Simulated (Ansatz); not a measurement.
# Ni wire along [110], 19 atoms a period: bands along the axis, part 2 of 2

Aim: is the Ni wire along [110], 19 atoms a period a metal or a semiconductor?

Ansatz 0.2.0; DFT PBE, plane waves, PAW; relaxation of a wire's period; PAW set soft_1 (the session's first sound run).

So far: Set-up; The relaxed wire.

## 2. The relaxed wire (continued)

Site moment by atom:

| atom | site moment (μB) |
| --- | --- |
| Ni1 | 0.765 |
| Ni2 | 0.765 |
| Ni3 | 0.751 |
| Ni4 | 0.685 |
| Ni5 | 0.750 |
| Ni6 | 0.765 |
| Ni7 | 0.765 |
| Ni8 | 0.749 |
| Ni9 | 0.724 |
| Ni10 | 0.724 |
| Ni11 | 0.749 |
| Ni12 | 0.749 |
| Ni13 | 0.724 |
| Ni14 | 0.724 |
| Ni15 | 0.749 |
| Ni16 | 0.765 |
| Ni17 | 0.751 |
| Ni18 | 0.750 |
| Ni19 | 0.765 |

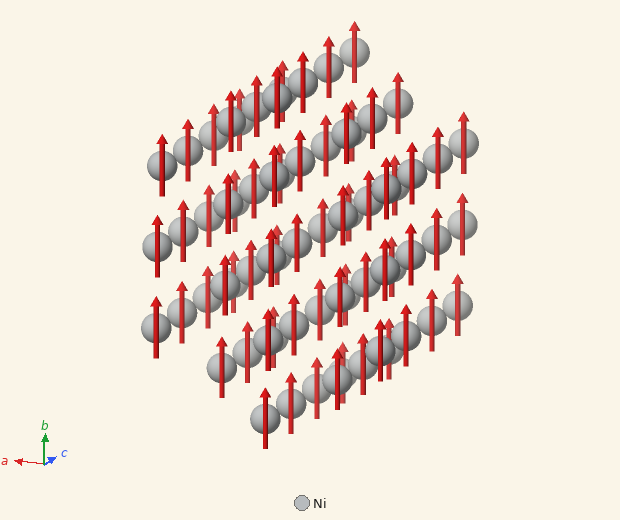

Site moment as arrows, the longest 0.765 μB. Up and down stand for the sign. Arrows give size and sign along the axis of quantisation, drawn up and down the page. 1×1×3 cells are drawn. Some periodic images of atoms are drawn too.

The cell's length comes to 2.430 Å with an absolute moment of 15.24 μB a cell.

## 3. Bands of the perfect wire

This step: DFT PBE, plane waves, PAW; bands of a perfect wire; PAW set soft_1 (Ansatz 0.2.0).

At the relaxed period the bands are computed along the axis; those that cross an energy going forward count the channels that a perfect wire would open there.

Input file input.yaml:

```yaml
crystal:
  lattice:
    - [13.84, 0.0, 0.0]
    - [0.0, 16.756, 0.0]
    - [0.0, 0.0, 2.4299704843]
  atoms:
    - { symbol: Ni, position: [0.249157468, 0.645529388, 0.0], spin: 0.77 }
    - { symbol: Ni, position: [0.245153705, 0.5, 0.0], spin: 0.77 }
    - { symbol: Ni, position: [0.5, 0.647147414, 0.0], spin: 0.75 }
    - { symbol: Ni, position: [0.5, 0.5, 0.0], spin: 0.69 }
    - { symbol: Ni, position: [0.5, 0.787968164, 0.0], spin: 0.75 }
    - { symbol: Ni, position: [0.750842532, 0.645529388, 0.0], spin: 0.77 }
    - { symbol: Ni, position: [0.754846295, 0.5, 0.0], spin: 0.77 }
    - { symbol: Ni, position: [0.37064921, 0.279268767, 0.5], spin: 0.75 }
    - { symbol: Ni, position: [0.371427321, 0.426854873, 0.5], spin: 0.72 }
    - { symbol: Ni, position: [0.371427321, 0.573145127, 0.5], spin: 0.72 }
    - { symbol: Ni, position: [0.37064921, 0.720731233, 0.5], spin: 0.75 }
    - { symbol: Ni, position: [0.62935079, 0.279268767, 0.5], spin: 0.75 }
    - { symbol: Ni, position: [0.628572679, 0.426854873, 0.5], spin: 0.72 }
    - { symbol: Ni, position: [0.628572679, 0.573145127, 0.5], spin: 0.72 }
    - { symbol: Ni, position: [0.62935079, 0.720731233, 0.5], spin: 0.75 }
    - { symbol: Ni, position: [0.249157468, 0.354470612, 0.0], spin: 0.77 }
    - { symbol: Ni, position: [0.5, 0.352852586, 0.0], spin: 0.75 }
    - { symbol: Ni, position: [0.5, 0.212031836, 0.0], spin: 0.75 }
    - { symbol: Ni, position: [0.750842532, 0.354470612, 0.0], spin: 0.77 }
magnetization:
  spin_polarized: true
kpoints:
  mp_grid: { grid: [1, 1, 33] }
  band_path: { path: ["Γ", Z], npoints: 90 }
scf:
  occupations: { method: fermi_dirac, width: 0.05 }
hamiltonian:
  xc: pbe
  pseudopotentials: { kind: paw, azcp: { folder: soft_1 } }
output:
  dos: { e_range: [-5, 4] }
  write_potential: true
  write_density: true
  volumetric_format: npy
```

Run with:

```
> ansatz run input.yaml --threads 4 --pin off --max-ram 16384MiB --backend cpu --events-out ev --progress --plain --runs-dir out
```

Numbers of over 12 decimals in the logs are rounded to 6 here.

What it wrote:

```text
[...]
Crystal: 19 atoms, lattice volume = 563.518 Å³
Basis set: ecut = 420 eV, 10937 PW (Γ)
Bands: 214, of which v1, the nominal top of the filled ones, is band 171 counted from 1 (170 counted from 0)
Symmetry: 8 space group operations
[...]
k-points: 17 of 33
[...]
Starting moments: Σ|m| = 14.19 μB on 19 of 19 sites
[...]
SCF iter   1: F=—  HF=-110926.853054 eV  |F-HF|=—  |Δ(HF+E_count)|=         —  Δρ=3.21e-2 (↑2.11e-2 ↓3.21e-2)  dr2=2.78e1  dr2_m=2.57e0  M=15.989 μB ∫|m|=16.810 μB  β_m=0.30  ethr=3.10e-3  ⟨swp⟩=8.1  Hψ=33905  notcnv=0  defer=416
[...]
SCF iter  16: F=-110943.599960 eV  HF=-110943.599960 eV  |F-HF|=4.85e-8  |Δ(HF+E_count)|=   1.27e-9  Δρ=2.08e-6 (↑4.47e-7 ↓2.08e-6)  dr2=5.35e-8  dr2_m=5.31e-9  M=13.473 μB ∫|m|=15.218 μB  ethr=2.10e-11  ⟨swp⟩=12.4  Hψ=32884  notcnv=0
SCF 1 converged in 16 iterations: F = -110943.599960 eV  dr2 = 5.35e-8
[...]
WARN: The output density's exchange-correlation potential varies sharply where the density is thin. Do not read a vacuum level from v_tot or v_xc, or from such a field of the output density. On a cell that repeats whose density bears no net charge and no dipole along the vacuum's axis use v_es (v_loc + v_h of the components); under efield.dipole_correction with no amplitude use v_es + v_field, which holds any externa [...]
NSCF: frozen V_eff on 91 k-points
SCF converged after 16 iterations
Magnetization: 13.4733 μB (177.7366 up, 164.2634 down)
Absolute magnetization: 15.2372 μB (∫|ρ↑−ρ↓|, with the PAW one-centre terms)
[...]
Per-site moments (μB) at R_I (Å): [(0.765325, 0.994359), (0.765084, 1.002363), (0.751381, 0.973332), (0.685335, 1.002363), (0.750417, 0.973332), (0.765325, 0.994359), (0.765084, 1.002363), (0.748664, 1.001216), (0.723817, 0.994359), (0.723817, 0.994359), (0.748664, 1.001216), (0.748664, 1.001216), (0.723817, 0.994359), (0.723817, 0.994359), (0.748664, 1.001216), (0.765325, 0.994359), (0.751381, 0.973332), (0.750417, 0.973332), (0.765325, 0.994359)]
Free energy (F): -110943.599960 eV
[...]
Internal energy: -110943.314016 eV  (E = F + TS)
E sigma→0 (E₀):  -110943.456988 eV
Entropy (-TS):   -0.285943 eV (-15.050 meV/atom)
Fermi energy:    3.677463 eV
[...]
--- Band table (eV; the first three rows and the last of 34) ---
  k-point 0 ↑: bands = [... 167 lower, 2.8962, 2.8978, 2.9661, 2.9972, 3.0307, 3.0373, 3.0771, 3.0850, ... 39 higher]
  k-point 1 ↑: bands = [... 167 lower, 2.8742, 2.9406, 2.9663, 2.9901, 3.0107, 3.0161, 3.0459, 3.0672, ... 39 higher]
  k-point 2 ↑: bands = [... 167 lower, 2.8599, 2.9446, 2.9533, 2.9625, 2.9997, 3.0030, 3.0239, 3.0261, ... 39 higher]
  k-point 16 ↓: bands = [... 167 lower, 4.0661, 4.1728, 4.2127, 4.2171, 4.6568, 4.9896, 5.2612, 5.5082, ... 39 higher]
```

Wall time 11 min (4 threads of Arm Neoverse V1, shared host); peak memory 9.3 GiB; 42 min of CPU time.

Numbers from this step:

```yaml
energy_at_zero_smearing: -110943.4570 eV
band_gap: 0 eV
```

Between Γ and Z the bands cross the Fermi level 34 times, so a perfect wire would conduct at least 17 G₀, with an absolute moment of 15.24 μB a cell.

## 4. What came out

```
cell length, PBE                                            : 2.430 Å
absolute moment, PBE                                        : 15.2 μB
ballistic conductance by band crossings, a lower bound, PBE : 17 G₀
```

In words: Under PBE the cell's length is 2.43 Å, the absolute moment is 15.24 μB a cell, and the bands cross the Fermi level 34 times between Γ and Z, which gives a perfect wire at least 17 G₀ (opposite crossings within one step of the path cancel in such a count). In the perfect wire the moments were started parallel, and no opposed start was run. No search over magnetic orders was made; another may lie lower.

[Logs are printed without paths, hosts, clocks, repeated set-up lines and the standing remarks that a program may print on its own settings, such as how far it seeks lower states.]

[Hosts, paths, dates, database ids (printed as entryN), source tags and the programs' standing remarks are cut or masked in the printed files.]
